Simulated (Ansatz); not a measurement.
System: C₂H₆BrNSi.

Input file:

```
crystal:
  periodic: [false, false, false]
  atoms:
    - { symbol: "N", position_ang: [0.2503, 1.9562, 0.8512] }
    - { symbol: C, position_ang: [0.29, 0.764, 1.2049] }
    - { symbol: Si, position_ang: [-0.6469, -0.5761, 0.254] }
    - { symbol: C, position_ang: [-0.0186, -0.6664, -1.4936] }
    - { symbol: Br, position_ang: [1.7599, -1.2944, -1.6293] }
    - { symbol: H, position_ang: [-0.43592, 1.5352, 1.46257] }
    - { symbol: H, position_ang: [0.9296, 0.465, 2.0761] }
    - { symbol: H, position_ang: [-0.361, -1.8708, 0.9389] }
    - { symbol: H, position_ang: [-2.0817, -0.3362, 0.377] }
    - { symbol: H, position_ang: [-0.6775, -1.3995, -2.038] }
    - { symbol: H, position_ang: [-0.1398, 0.2875, -1.9825] }
basis:
  gaussian: { orbitals: def2-SVP }
hamiltonian:
  xc: pbe0
  dispersion: d4
relax:
  f_tol: 0.02
  max_steps: 50
output:
  orbitals: {}
```

Launched as:

```sh
ansatz run input.yaml --threads 2 --pin off --max-ram 3072MiB --backend cpu --events-out ev --progress --plain --runs-dir out
```

The fields are those of the relaxed geometry.

These are results of RKS PBE0-D4/def2-SVP in Ansatz 0.2.0, not measurements.

What will maps of the electron density and electron localisation function show?

C–N (1.27 Å): ρ is about 2.8 e/Å³ halfway; the ELF peaks at about 0.90 between the atoms (localised, covalent bonding).
C–Si (1.90 Å): ρ is about 0.95 e/Å³ halfway; the ELF peaks at about 1 between the atoms: a shared electron pair.
N–H (1.03 Å): ρ is about 2.8 e/Å³ halfway; the ELF climbs to about 1 towards the hydrogen, as it does in any bond to H (a covalent bond by its length).
C–H (1.11 Å): ρ at the midpoint is about 1.9 e/Å³; the ELF climbs to about 1 towards the hydrogen (a covalent bond by its length).

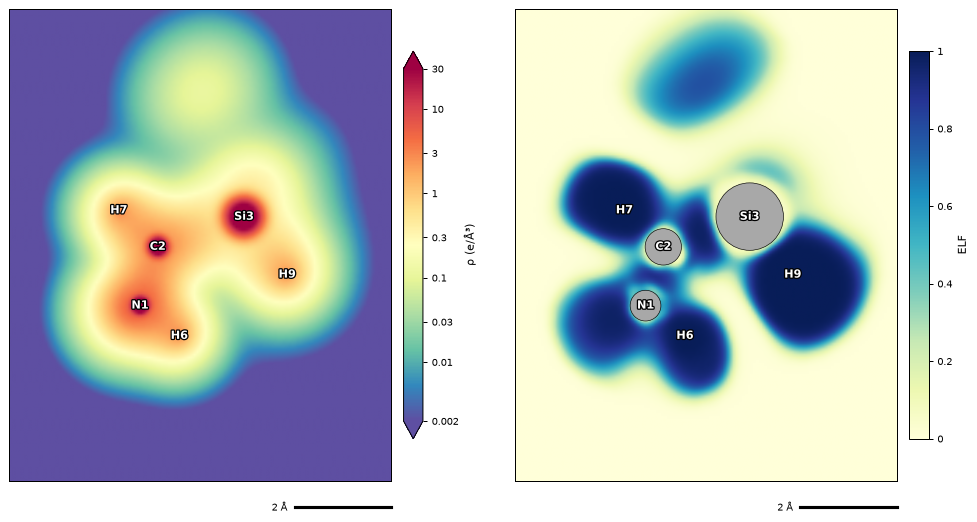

Computed electron density and electron localisation function on the plane of atoms Si3, C2 and H7, in this order. Grey discs cover the atomic cores in the ELF map. 
